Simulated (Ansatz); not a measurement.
System: C3H5BSi.

```yaml
atoms:
  - { symbol: B, position_ang: [-0.8649, 0.3966, -0.8721] }
  - { symbol: C, position_ang: [-0.5907, -0.9089, -1.3549] }
  - { symbol: C, position_ang: [0.1855, -0.7173, -0.2268] }
  - { symbol: C, position_ang: [1.0445, -0.8270, 0.8153] }
  - { symbol: Si, position_ang: [0.3847, 0.7944, 0.9994] }
  - { symbol: H, position_ang: [-1.4392, 1.4312, -0.9514] }
  - { symbol: H, position_ang: [-0.7255, -1.7186, -2.0494] }
  - { symbol: H, position_ang: [1.6831, -1.6350, 1.1250] }
  - { symbol: H, position_ang: [-0.7002, 1.1195, 1.9564] }
  - { symbol: H, position_ang: [1.1058, 2.0138, 0.5615] }
```

Geometry: PBE0-D4/def2-TZVP.

All numbers below come from RKS PBE0-D4/def2-TZVPP in Ansatz 0.2.0.

Q: What can the converged electron density and electron localisation function tell about the bonding?

A: C–C (1.36 Å): the density is about 2.2 e/Å³ at the midpoint; the ELF peaks at about 0.90 between the atoms (localised, covalent bonding).
C–B (1.42 Å): the density is about 1.7 e/Å³ at the midpoint; the ELF peaks at about 0.85 between the atoms; localised, covalent bonding.
C–Si (1.76 Å): ρ is about 1 e/Å³ halfway; the ELF peaks at about 0.85 between the atoms (localised, covalent bonding).
C–H (1.08 Å): the density is about 2 e/Å³ at the midpoint; the ELF climbs to about 1 towards the hydrogen, as it does in any bond to H; an ordinary covalent bond to hydrogen.

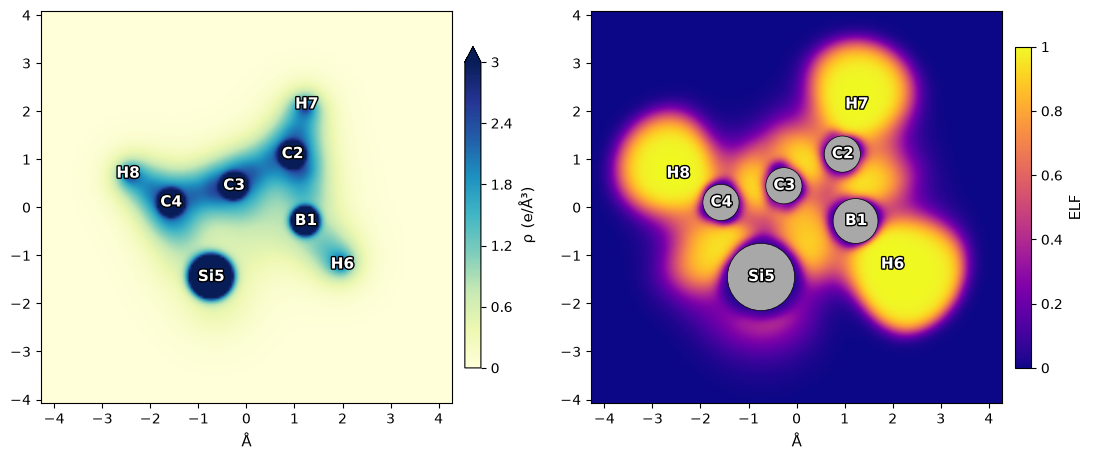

Computed electron density and electron localisation function on the plane of atoms C2, B1 and C3, in this order. Grey discs cover the atomic cores in the ELF map. 
